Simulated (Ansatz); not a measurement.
**CH5GeNO2: a ladder of functionals and wavefunction methods, part 1 of 2**

Aim: compute CH5GeNO2 with functionals from several rungs and with coupled cluster, and see how far each lands from CCSD(T) at the basis-set limit for the atomisation energy.

The runs use Ansatz 0.2.0, Gaussian basis; functionals in def2-TZVPP, the program's frozen cores in correlated methods.

Levels to be run: LDA (SPW92), PBE-D4, revPBE-D4, BLYP-D4, r2SCAN-D4, B97M-V, PBE0-D4, B3LYP-D4, r2SCANh-D4, r2SCAN0-D4, HSE06-D4, BHLYP-D4, CAM-B3LYP-D4, LC-ωPBE, ωB97X-V, ωB97M-V, B2PLYP, PBE-QIDH; CCSD(T)/def2-SVP; CCSD(T)/def2-TZVPP; MP2/def2-QZVPP; extrapolation to the limit; RPA on PBE.

**1. The geometry**

An earlier PBE0-D4 in a triple-zeta def2 set relaxation fixed the geometry.

SMILES `[NH2][Ge]1([OH])[CH2][O]1`, 10 atoms, charge 0, spin multiplicity 1.

Atoms are counted from 1 here; the program's logs count them from 0.

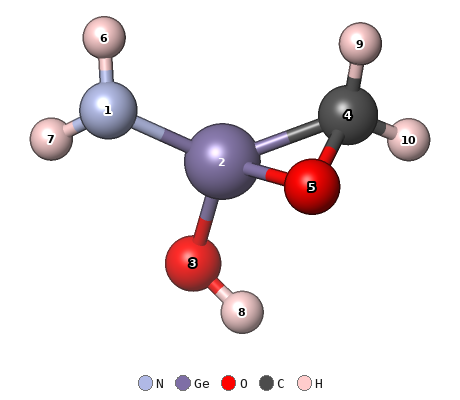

The structure; nitrogen light blue, germanium purple, oxygen red, carbon dark grey, hydrogen pink; atoms are numbered from 1 in the order of the file.

As a file:

```mol
CH5GeNO2
  3D, bonds by distance, orders not assigned

 10 10  0  0  0  0  0  0  0  0999 V2000
   -1.7025   -0.7118   -0.3421 N   0  0
    0.0119   -0.2587   -0.0306 Ge  0  0
    0.8989   -1.7808   -0.0076 O   0  0
    0.7854    1.4507    0.1165 C   0  0
    0.4053    0.8051    1.3768 O   0  0
   -2.2312   -0.0983   -0.9423 H   0  0
   -1.8228   -1.6766   -0.6146 H   0  0
    1.6650   -1.7265    0.5706 H   0  0
    0.2146    2.3511   -0.1129 H   0  0
    1.8587    1.5946   -0.0106 H   0  0
  1  2  8  0
  2  3  8  0
  2  4  8  0
  4  5  8  0
  1  6  8  0
  1  7  8  0
  3  8  8  0
  4  9  8  0
  4 10  8  0
  2  5  8  0
M  END
```

**2. LDA**

This LDA is Slater exchange with PW92 correlation.

in.yaml reads:

```yaml
crystal:
  periodic: [false, false, false]
  atoms:
    - {symbol: N, position_ang: [-1.702461, -0.711816, -0.342138]}
    - {symbol: Ge, position_ang: [0.011915, -0.258747, -0.030629]}
    - {symbol: O, position_ang: [0.898882, -1.780757, -0.007561]}
    - {symbol: C, position_ang: [0.785351, 1.450703, 0.116508]}
    - {symbol: O, position_ang: [0.405296, 0.805119, 1.376812]}
    - {symbol: H, position_ang: [-2.231220, -0.098272, -0.942265]}
    - {symbol: H, position_ang: [-1.822808, -1.676639, -0.614629]}
    - {symbol: H, position_ang: [1.665005, -1.726496, 0.570604]}
    - {symbol: H, position_ang: [0.214556, 2.351057, -0.112873]}
    - {symbol: H, position_ang: [1.858682, 1.594650, -0.010629]}
basis:
  gaussian: {orbitals: def2-TZVPP}
hamiltonian: {xc: lda}
output: {orbitals: {seedname: orbitals}}
```

The program printed, cut to the lines that bear on the results:

```text
Functional definition: SPW92
  name "SPW92"
  cite "Dirac, Proc. Camb. Phil. Soc. 26, 376 (1930) doi:10.1017/S0305004100016108"
  cite "Slater, Phys. Rev. 81, 385 (1951) doi:10.1103/PhysRev.81.385"
  cite "Perdew & Wang, Phys. Rev. B 45, 13244 (1992) doi:10.1103/PhysRevB.45.13244"
[...]
1290 factors; their error is unknown
[...]
mean field -63086.43798143 eV, -2318.3838342942 hartree, gradient 7.2e-5 eV, S^2 0.000000; 0 other end points of the search recorded, 0 dependent functions left out
reference -63086.43801820 eV, -2318.3838356452 hartree; 33, 33 occupied and 209, 209 virtual orbitals, 1290 factors
Total energy: -63086.43801820 eV, -2318.3838356452 hartree
```

Run time: 0.65 s. Hardware: 4 threads of AMD EPYC 9R45, shared host; peak memory 0.32 GiB.

Atomisation energy: 4217.1 kJ/mol (free atoms -63042.731 eV, run apart). HOMO -5.70 eV, LUMO -1.59 eV.

**3. PBE-D4 (GGA)**

in.yaml: that of step 2 with these lines changed.

```diff
@@ -15,3 +15,3 @@
   gaussian: {orbitals: def2-TZVPP}
-hamiltonian: {xc: lda}
-output: {orbitals: {seedname: orbitals}}
+hamiltonian: {xc: pbe, dispersion: d4}
+output: {forces: true, orbitals: {seedname: orbitals}}
```

The program printed, cut to the lines that bear on the results:

```text
Functional definition: PBE
  name "PBE"
  cite "Perdew, Burke & Ernzerhof, Phys. Rev. Lett. 77, 3865 (1996) doi:10.1103/PhysRevLett.77.3865"
  parent pbe
[...]
1290 factors; their error is unknown
[...]
mean field -63207.71851430 eV, -2322.8408116701 hartree, gradient 4.5e-5 eV, S^2 0.000000; 0 other end points of the search recorded, 0 dependent functions left out
[...]
Atom 6 at    -1.822808    -1.676639    -0.614629 Å, force    -0.041002    -0.315701    -0.107085 eV/Å
Atom 7 at     1.665005    -1.726496     0.570604 Å, force     0.360098     0.038975     0.283157 eV/Å
Atom 8 at     0.214556     2.351057    -0.112873 Å, force    -0.122017     0.213241    -0.078561 eV/Å
Atom 9 at     1.858682     1.594650    -0.010629 Å, force     0.245384     0.036599    -0.060826 eV/Å
Dipole moment:    -0.049675    -0.039586    -0.489937 e Å
```

It took 1.1 s on 4 threads of AMD EPYC 9R45, shared host; peak memory 0.33 GiB.

Atomisation energy: 3677.7 kJ/mol (free atoms -63169.799 eV, run apart). HOMO -5.49 eV, LUMO -1.36 eV.

**4. revPBE-D4 (GGA)**

in.yaml: that of step 3 with these lines changed.

```diff
@@ -15,3 +15,3 @@
   gaussian: {orbitals: def2-TZVPP}
-hamiltonian: {xc: pbe, dispersion: d4}
-output: {forces: true, orbitals: {seedname: orbitals}}
+hamiltonian: {xc: {name: revPBE}, dispersion: d4}
+output: {orbitals: {seedname: orbitals}}
```

The program printed:

```text
Functional definition: revPBE
  name "revPBE"
  cite "Zhang & Yang, Phys. Rev. Lett. 80, 890 (1998) doi:10.1103/PhysRevLett.80.890"
  cite "Perdew, Burke & Ernzerhof, Phys. Rev. Lett. 77, 3865 (1996) doi:10.1103/PhysRevLett.77.3865"
  parameter kappa = 1.245
  parameter beta = 0.06672455060314922
  exchange = pbe_x(kappa = kappa, mu = beta*pi^2/3)
  correlation = pbe_c(beta = beta)
1290 factors; their error is unknown
mean field evaluation 1: about -63195.8875 eV, gradient 1.1e2 eV
mean field evaluation 2: about -63125.7082 eV, gradient 2.1e2 eV
mean field evaluation 4: about -63216.3497 eV, gradient 2.3e1 eV
mean field evaluation 8: about -63217.2697 eV, gradient 2.4e-1 eV
mean field evaluation 16: about -63217.2487 eV, gradient 3.1e-4 eV
mean field -63217.24869176 eV, -2323.1910392321 hartree, gradient 7.3e-5 eV, S^2 0.000000; 0 other end points of the search recorded, 0 dependent functions left out
reference -63217.24874104 eV, -2323.1910410429 hartree; 33, 33 occupied and 209, 209 virtual orbitals, 1290 factors
Total energy: -63217.84012462 eV, -2323.2127739886 hartree
```

Run time: 0.9 s. Hardware: 4 threads of AMD EPYC 9R45, shared host; peak memory 0.33 GiB.

With the free atoms at this level, -63180.962 eV in sum, the atomisation energy is 3558.2 kJ/mol. HOMO -5.42 eV, LUMO -1.25 eV.

**5. BLYP-D4 (GGA)**

in.yaml: that of step 4 with these lines changed.

```diff
@@ -15,3 +15,3 @@
   gaussian: {orbitals: def2-TZVPP}
-hamiltonian: {xc: {name: revPBE}, dispersion: d4}
+hamiltonian: {xc: {name: BLYP}, dispersion: d4}
 output: {orbitals: {seedname: orbitals}}
```

The program printed, cut to the lines that bear on the results:

```text
Functional definition: BLYP
  name "BLYP"
  cite "Becke, Phys. Rev. A 38, 3098 (1988) doi:10.1103/PhysRevA.38.3098"
  cite "Lee, Yang & Parr, Phys. Rev. B 37, 785 (1988) doi:10.1103/PhysRevB.37.785"
[...]
1290 factors; their error is unknown
[...]
mean field -63223.60985372 eV, -2323.4248076222 hartree, gradient 7.3e-5 eV, S^2 0.000000; 0 other end points of the search recorded, 0 dependent functions left out
reference -63223.61020220 eV, -2323.4248204288 hartree; 33, 33 occupied and 209, 209 virtual orbitals, 1290 factors
Total energy: -63224.04276394 eV, -2323.4407167794 hartree
```

It took 1 s on 4 threads of AMD EPYC 9R45, shared host; peak memory 0.32 GiB.

Atomisation energy: 3583.8 kJ/mol (free atoms -63186.899 eV, run apart). HOMO -5.38 eV, LUMO -1.35 eV.

**6. r2SCAN-D4 (meta-GGA)**

in.yaml: that of step 5 with these lines changed.

```diff
@@ -15,3 +15,3 @@
   gaussian: {orbitals: def2-TZVPP}
-hamiltonian: {xc: {name: BLYP}, dispersion: d4}
-output: {orbitals: {seedname: orbitals}}
+hamiltonian: {xc: r2scan, dispersion: d4}
+output: {forces: true, orbitals: {seedname: orbitals}}
```

The program printed, cut to the lines that bear on the results:

```text
Functional definition: r2SCAN
  name "r2SCAN"
  cite "Furness, Kaplan, Ning, Perdew & Sun, J. Phys. Chem. Lett. 11, 8208 (2020) doi:10.1021/acs.jpclett.0c02405"
  cite "Furness, Kaplan, Ning, Perdew & Sun, J. Phys. Chem. Lett. 11, 9248 (2020) doi:10.1021/acs.jpclett.0c03077"
  parent r2scan
[...]
1290 factors; their error is unknown
[...]
Atom 6 at    -1.822808    -1.676639    -0.614629 Å, force     0.001486    -0.010199    -0.035155 eV/Å
Atom 7 at     1.665005    -1.726496     0.570604 Å, force     0.032141     0.016506     0.028317 eV/Å
Atom 8 at     0.214556     2.351057    -0.112873 Å, force    -0.005534     0.007666     0.001600 eV/Å
Atom 9 at     1.858682     1.594650    -0.010629 Å, force     0.008127    -0.002252     0.002135 eV/Å
Dipole moment:    -0.045889    -0.031589    -0.505278 e Å
```

Wall time 1.9 s (4 threads of AMD EPYC 9R45, shared host); peak memory 0.35 GiB.

With the free atoms at this level, -63183.047 eV in sum, the atomisation energy is 3578.4 kJ/mol. HOMO -5.74 eV, LUMO -1.02 eV.

**7. B97M-V (meta-GGA)**

in.yaml: that of step 6 with these lines changed.

```diff
@@ -15,3 +15,3 @@
   gaussian: {orbitals: def2-TZVPP}
-hamiltonian: {xc: r2scan, dispersion: d4}
-output: {forces: true, orbitals: {seedname: orbitals}}
+hamiltonian: {xc: {name: B97M-V}}
+output: {orbitals: {seedname: orbitals}}
```

The program printed, cut to the lines that bear on the results:

```text
Functional definition: B97M-V
  name "B97M-V"
  cite "Mardirossian & Head-Gordon, J. Chem. Phys. 142, 074111 (2015) doi:10.1063/1.4907719"
  cite "Becke, J. Chem. Phys. 107, 8554 (1997) doi:10.1063/1.475007"
  cite "Vydrov & Van Voorhis, J. Chem. Phys. 133, 244103 (2010) doi:10.1063/1.3521275"
  # Of w^i u^j: cxij and so on, Table III.
[...]
  gx(w, u) = cx00 + cx01*u + cx02*u^2 + (cx10 + cx11*u)*w
[...]
  gos(w, u) = cos00 + cos01*u + cos03*u^3 + cos10*w + cos32*w^3*u^2
[...]
      + integral(e_c_pw_mod_opposite_spin*gos(b97_w_opposite, b97_u_opposite)) + vv10(b, c)
1290 factors; their error is unknown
[...]
mean field -63211.63769557 eV, -2322.9848389253 hartree, gradient 3.4e-5 eV, S^2 0.000000; 0 other end points of the search recorded, 0 dependent functions left out
reference -63211.63775026 eV, -2322.9848409353 hartree; 33, 33 occupied and 209, 209 virtual orbitals, 1290 factors
Total energy: -63211.63775026 eV, -2322.9848409353 hartree
```

Wall time 3.3 s (4 threads of AMD EPYC 9R45, shared host); peak memory 0.41 GiB.

With the free atoms at this level, -63174.569 eV in sum, the atomisation energy is 3576.6 kJ/mol. HOMO -5.78 eV, LUMO -1.10 eV.

**8. PBE0-D4 (hybrid)**

in.yaml: that of step 7 with these lines changed.

```diff
@@ -15,3 +15,3 @@
   gaussian: {orbitals: def2-TZVPP}
-hamiltonian: {xc: {name: B97M-V}}
+hamiltonian: {xc: pbe0, dispersion: d4}
 output: {orbitals: {seedname: orbitals}}
```

The program printed, cut to the lines that bear on the results:

```text
Functional definition: PBE0
  name "PBE0"
  cite "Adamo & Barone, J. Chem. Phys. 110, 6158 (1999) doi:10.1063/1.478522"
  cite "Perdew, Burke & Ernzerhof, Phys. Rev. Lett. 77, 3865 (1996) doi:10.1103/PhysRevLett.77.3865"
  parent pbe
[...]
1333 factors; their error is unknown
[...]
mean field -63209.21042919 eV, -2322.8956385312 hartree, gradient 2.7e-5 eV, S^2 0.000000; 0 other end points of the search recorded, 0 dependent functions left out
reference -63209.21045846 eV, -2322.8956396068 hartree; 33, 33 occupied and 209, 209 virtual orbitals, 1333 factors
Total energy: -63209.37655195 eV, -2322.9017434299 hartree
```

Run time: 1.4 s. Hardware: 4 threads of AMD EPYC 9R45, shared host; peak memory 0.65 GiB.

With the free atoms at this level, -63172.505 eV in sum, the atomisation energy is 3557.6 kJ/mol. HOMO -6.80 eV, LUMO -0.41 eV.

**9. B3LYP-D4 (hybrid)**

B3LYP here takes the VWN-RPA correlation.

in.yaml: that of step 8 with these lines changed.

```diff
@@ -15,3 +15,3 @@
   gaussian: {orbitals: def2-TZVPP}
-hamiltonian: {xc: pbe0, dispersion: d4}
-output: {orbitals: {seedname: orbitals}}
+hamiltonian: {xc: {name: B3LYP}, dispersion: d4}
+output: {forces: true, orbitals: {seedname: orbitals}}
```

The program printed, cut to the lines that bear on the results:

```text
Functional definition: B3LYP
  name "B3LYP"
  cite "Stephens, Devlin, Chabalowski & Frisch, J. Phys. Chem. 98, 11623 (1994) doi:10.1021/j100096a001"
  cite "Becke, Phys. Rev. A 38, 3098 (1988) doi:10.1103/PhysRevA.38.3098"
  cite "Lee, Yang & Parr, Phys. Rev. B 37, 785 (1988) doi:10.1103/PhysRevB.37.785"
  cite "Vosko, Wilk & Nusair, Can. J. Phys. 58, 1200 (1980) doi:10.1139/p80-159"
[...]
1321 factors; their error is unknown
[...]
Atom 6 at    -1.822808    -1.676639    -0.614629 Å, force    -0.031534     0.002815    -0.005443 eV/Å
Atom 7 at     1.665005    -1.726496     0.570604 Å, force     0.042849    -0.055348     0.012889 eV/Å
Atom 8 at     0.214556     2.351057    -0.112873 Å, force     0.049640    -0.053241     0.008436 eV/Å
Atom 9 at     1.858682     1.594650    -0.010629 Å, force    -0.073640     0.002326     0.003105 eV/Å
Dipole moment:    -0.040320    -0.025996    -0.532945 e Å
```

Run time: 2 s. Hardware: 4 threads of AMD EPYC 9R45, shared host; peak memory 0.69 GiB.

Atomisation energy: 3553.2 kJ/mol (free atoms -63188.428 eV, run apart). HOMO -6.59 eV, LUMO -0.76 eV.

**10. r2SCANh-D4 (hybrid)**

in.yaml: that of step 9 with these lines changed.

```diff
@@ -15,3 +15,3 @@
   gaussian: {orbitals: def2-TZVPP}
-hamiltonian: {xc: {name: B3LYP}, dispersion: d4}
-output: {forces: true, orbitals: {seedname: orbitals}}
+hamiltonian: {xc: {name: r2SCANh}, dispersion: d4}
+output: {orbitals: {seedname: orbitals}}
```

The program printed, cut to the lines that bear on the results:

```text
Functional definition: r2SCANh
  name "r2SCANh"
  cite "Bursch, Neugebauer, Ehlert & Grimme, J. Chem. Phys. 156, 134105 (2022) doi:10.1063/5.0086040"
  cite "Furness, Kaplan, Ning, Perdew & Sun, J. Phys. Chem. Lett. 11, 8208 (2020) doi:10.1021/acs.jpclett.0c02405"
  cite "Furness, Kaplan, Ning, Perdew & Sun, J. Phys. Chem. Lett. 11, 9248 (2020) doi:10.1021/acs.jpclett.0c03077"
  parent r2scan
[...]
1309 factors; their error is unknown
[...]
mean field -63219.43379218 eV, -2323.2713401913 hartree, gradient 7.9e-5 eV, S^2 0.000000; 0 other end points of the search recorded, 0 dependent functions left out
reference -63219.43380203 eV, -2323.2713405533 hartree; 33, 33 occupied and 209, 209 virtual orbitals, 1309 factors
Total energy: -63219.48469828 eV, -2323.2732109558 hartree
```

Wall time 1.8 s (4 threads of AMD EPYC 9R45, shared host); peak memory 0.67 GiB.

With the free atoms at this level, -63182.829 eV in sum, the atomisation energy is 3536.8 kJ/mol. HOMO -6.23 eV, LUMO -0.68 eV.

**11. r2SCAN0-D4 (hybrid)**

in.yaml: that of step 10 with these lines changed.

```diff
@@ -15,3 +15,3 @@
   gaussian: {orbitals: def2-TZVPP}
-hamiltonian: {xc: {name: r2SCANh}, dispersion: d4}
+hamiltonian: {xc: {name: r2SCAN0}, dispersion: d4}
 output: {orbitals: {seedname: orbitals}}
```

The program printed, cut to the lines that bear on the results:

```text
Functional definition: r2SCAN0
  name "r2SCAN0"
  cite "Bursch, Neugebauer, Ehlert & Grimme, J. Chem. Phys. 156, 134105 (2022) doi:10.1063/5.0086040"
  cite "Furness, Kaplan, Ning, Perdew & Sun, J. Phys. Chem. Lett. 11, 8208 (2020) doi:10.1021/acs.jpclett.0c02405"
  cite "Furness, Kaplan, Ning, Perdew & Sun, J. Phys. Chem. Lett. 11, 9248 (2020) doi:10.1021/acs.jpclett.0c03077"
  parent r2scan
[...]
1333 factors; their error is unknown
[...]
mean field -63218.50401767 eV, -2323.2371716082 hartree, gradient 4.6e-5 eV, S^2 0.000000; 0 other end points of the search recorded, 0 dependent functions left out
reference -63218.50402617 eV, -2323.2371719206 hartree; 33, 33 occupied and 209, 209 virtual orbitals, 1333 factors
Total energy: -63218.56031509 eV, -2323.2392405004 hartree
```

Run time: 1.9 s. Hardware: 4 threads of AMD EPYC 9R45, shared host; peak memory 0.67 GiB.

Atomisation energy: 3477.0 kJ/mol (free atoms -63182.524 eV, run apart). HOMO -6.97 eV, LUMO -0.19 eV.

**12. HSE06-D4 (hybrid)**

HSE06 is the plane-wave form, built on full-range PBE exchange.

in.yaml: that of step 11 with these lines changed.

```diff
@@ -15,3 +15,3 @@
   gaussian: {orbitals: def2-TZVPP}
-hamiltonian: {xc: {name: r2SCAN0}, dispersion: d4}
+hamiltonian: {xc: hse06, dispersion: d4}
 output: {orbitals: {seedname: orbitals}}
```

The program printed, cut to the lines that bear on the results:

```text
Functional definition: HSE06
  name "HSE06"
  cite "Heyd, Scuseria & Ernzerhof, J. Chem. Phys. 118, 8207 (2003) doi:10.1063/1.1564060"
  cite "Krukau, Vydrov, Izmaylov & Scuseria, J. Chem. Phys. 125, 224106 (2006) doi:10.1063/1.2404663"
  cite "Heyd & Scuseria, J. Chem. Phys. 120, 7274 (2004) doi:10.1063/1.1668634"
  cite "Ernzerhof & Perdew, J. Chem. Phys. 109, 3313 (1998) doi:10.1063/1.476928"
[...]
1333 factors; their error is unknown
112 factors; integrals over basis functions are off by at most 3.3e-7 eV
[...]
mean field -63208.91681196 eV, -2322.8848482970 hartree, gradient 3.0e-5 eV, S^2 0.000000; 0 other end points of the search recorded, 0 dependent functions left out
reference -63208.91685099 eV, -2322.8848497310 hartree; 33, 33 occupied and 209, 209 virtual orbitals, 1333 factors
Total energy: -63209.07164072 eV, -2322.8905381487 hartree
```

Run time: 1.4 s. Hardware: 4 threads of AMD EPYC 9R45, shared host; peak memory 0.68 GiB.

With the free atoms at this level, -63172.163 eV in sum, the atomisation energy is 3561.2 kJ/mol. HOMO -6.39 eV, LUMO -0.78 eV.

**13. BHLYP-D4 (hybrid)**

in.yaml: that of step 12 with these lines changed.

```diff
@@ -15,3 +15,3 @@
   gaussian: {orbitals: def2-TZVPP}
-hamiltonian: {xc: hse06, dispersion: d4}
+hamiltonian: {xc: {name: BHLYP}, dispersion: d4}
 output: {orbitals: {seedname: orbitals}}
```

The program printed, cut to the lines that bear on the results:

```text
Functional definition: BHLYP
  name "BHLYP"
  cite "Becke, J. Chem. Phys. 98, 1372 (1993) doi:10.1063/1.464304"
  cite "Becke, Phys. Rev. A 38, 3098 (1988) doi:10.1103/PhysRevA.38.3098"
  cite "Lee, Yang & Parr, Phys. Rev. B 37, 785 (1988) doi:10.1103/PhysRevB.37.785"
[...]
1499 factors; their error is unknown
[...]
mean field -63219.38996754 eV, -2323.2697296654 hartree, gradient 4.3e-5 eV, S^2 0.000000; 0 other end points of the search recorded, 0 dependent functions left out
reference -63219.39014284 eV, -2323.2697361076 hartree; 33, 33 occupied and 209, 209 virtual orbitals, 1499 factors
Total energy: -63219.63439874 eV, -2323.2787123465 hartree
```

Run time: 1.4 s. Hardware: 4 threads of AMD EPYC 9R45, shared host; peak memory 0.68 GiB.

Atomisation energy: 3384.6 kJ/mol (free atoms -63184.555 eV, run apart). HOMO -8.01 eV, LUMO 0.42 eV.

**14. CAM-B3LYP-D4 (range-separated)**

in.yaml: that of step 13 with these lines changed.

```diff
@@ -15,3 +15,3 @@
   gaussian: {orbitals: def2-TZVPP}
-hamiltonian: {xc: {name: BHLYP}, dispersion: d4}
+hamiltonian: {xc: {name: CAM-B3LYP}, dispersion: d4}
 output: {orbitals: {seedname: orbitals}}
```

The program printed, cut to the lines that bear on the results:

```text
Functional definition: CAM-B3LYP
  name "CAM-B3LYP"
  cite "Yanai, Tew & Handy, Chem. Phys. Lett. 393, 51 (2004) doi:10.1016/j.cplett.2004.06.011"
  cite "Iikura, Tsuneda, Yanai & Hirao, J. Chem. Phys. 115, 3540 (2001) doi:10.1063/1.1383587"
  cite "Becke, Phys. Rev. A 38, 3098 (1988) doi:10.1103/PhysRevA.38.3098"
  cite "Lee, Yang & Parr, Phys. Rev. B 37, 785 (1988) doi:10.1103/PhysRevB.37.785"
[...]
1321 factors; their error is unknown
324 factors; integrals over basis functions are off by at most 8.4e-6 eV
[...]
mean field -63224.43365501 eV, -2323.4550817614 hartree, gradient 5.3e-5 eV, S^2 0.000000; 0 other end points of the search recorded, 0 dependent functions left out
reference -63224.43378162 eV, -2323.4550864140 hartree; 33, 33 occupied and 209, 209 virtual orbitals, 1321 factors
Total energy: -63224.60209565 eV, -2323.4612718407 hartree
```

Wall time 1.6 s (4 threads of AMD EPYC 9R45, shared host); peak memory 0.73 GiB.

With the free atoms at this level, -63187.514 eV in sum, the atomisation energy is 3578.5 kJ/mol. HOMO -8.17 eV, LUMO 0.51 eV.

**15. LC-ωPBE (range-separated)**

in.yaml: that of step 14 with these lines changed.

```diff
@@ -15,3 +15,3 @@
   gaussian: {orbitals: def2-TZVPP}
-hamiltonian: {xc: {name: CAM-B3LYP}, dispersion: d4}
+hamiltonian: {xc: {name: LC-wPBE}}
 output: {orbitals: {seedname: orbitals}}
```

The program printed, cut to the lines that bear on the results:

```text
Functional definition: LC-wPBE
  name "LC-wPBE"
  cite "Vydrov & Scuseria, J. Chem. Phys. 125, 234109 (2006) doi:10.1063/1.2409292"
  cite "Heyd & Scuseria, J. Chem. Phys. 120, 7274 (2004) doi:10.1063/1.1668634"
  cite "Ernzerhof & Perdew, J. Chem. Phys. 109, 3313 (1998) doi:10.1063/1.476928"
  cite "Perdew, Burke & Ernzerhof, Phys. Rev. Lett. 77, 3865 (1996) doi:10.1103/PhysRevLett.77.3865"
  parent pbe
[...]
1290 factors; their error is unknown
377 factors; integrals over basis functions are off by at most 1.4e-5 eV
[...]
mean field -63212.29956526 eV, -2323.0091621877 hartree, gradient 1.8e-5 eV, S^2 0.000000; 0 other end points of the search recorded, 0 dependent functions left out
reference -63212.29956526 eV, -2323.0091621879 hartree; 33, 33 occupied and 209, 209 virtual orbitals, 1290 factors
Total energy: -63212.29956526 eV, -2323.0091621879 hartree
```

Run time: 1.2 s. Hardware: 4 threads of AMD EPYC 9R45, shared host; peak memory 0.45 GiB.

Atomisation energy: 3562.1 kJ/mol (free atoms -63175.381 eV, run apart). HOMO -9.49 eV, LUMO 1.84 eV.

**16. ωB97X-V (range-separated)**

in.yaml: that of step 15 with these lines changed.

```diff
@@ -15,3 +15,3 @@
   gaussian: {orbitals: def2-TZVPP}
-hamiltonian: {xc: {name: LC-wPBE}}
+hamiltonian: {xc: {name: wB97X-V}}
 output: {orbitals: {seedname: orbitals}}
```

The program printed, cut to the lines that bear on the results:

```text
Functional definition: wB97X-V
  name "wB97X-V"
  cite "Mardirossian & Head-Gordon, Phys. Chem. Chem. Phys. 16, 9904 (2014) doi:10.1039/C3CP54374A"
  cite "Becke, J. Chem. Phys. 107, 8554 (1997) doi:10.1063/1.475007"
  cite "Vydrov & Van Voorhis, J. Chem. Phys. 133, 244103 (2010) doi:10.1063/1.3521275"
[...]
      + integral(e_c_pw_opposite_spin*poly(b97_u_opposite, cos0, cos1)) + vv10(b, c)
1321 factors; their error is unknown
288 factors; integrals over basis functions are off by at most 7.2e-6 eV
[...]
mean field -63216.35104787 eV, -2323.1580514273 hartree, gradient 1.1e-5 eV, S^2 0.000000; 0 other end points of the search recorded, 0 dependent functions left out
reference -63216.35104605 eV, -2323.1580513605 hartree; 33, 33 occupied and 209, 209 virtual orbitals, 1321 factors
Total energy: -63216.35104605 eV, -2323.1580513605 hartree
```

Wall time 3.1 s (4 threads of AMD EPYC 9R45, shared host); peak memory 0.78 GiB.

Atomisation energy: 3589.8 kJ/mol (free atoms -63179.145 eV, run apart). HOMO -9.13 eV, LUMO 1.65 eV.

(Continued in part 2 of 2.)
